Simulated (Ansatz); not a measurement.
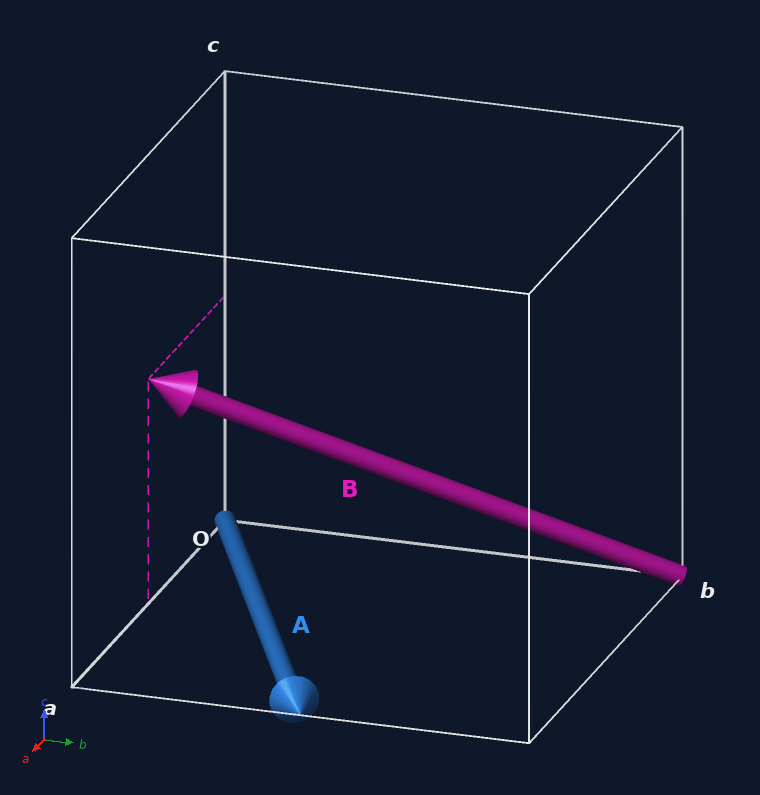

Crystal: GaBO6, coordinates from a relaxation with DFT PBE, scalar-relativistic, plane waves, PAW in Ansatz 0.2.0; the starting structure was generated, so it need not be a known form of this composition. Each arrow starts at a corner of the unit cell and ends on its surface; where a tip isn't a corner, dashed lines run from it parallel to the axes. Symmetry computed with spglib at a tolerance of 0.002 Å; standard conventional cell.

a = 7.117 Å, b = 7.117 Å, c = 7.117 Å, α = 90.00°, β = 90.00°, γ = 90.00°.

Give [uvw] of each arrow.

Answer. Arrow A runs from (0, 0, 0) to (1, 1/2, 0), so [2 1 0]; Arrow B runs from (0, 1, 0) to (1/2, 0, 1/2), so [1 −2 1].

How long is the vector ua + vb + wc in each case, and what angles do the directions make?

Answer. A 15.915 Å; B 17.434 Å. A–B: 90.0°.

In Fm-3m, No. 225, how many directions are equivalent to A (Laue class m-3m, both senses counted)?

Answer. 24.
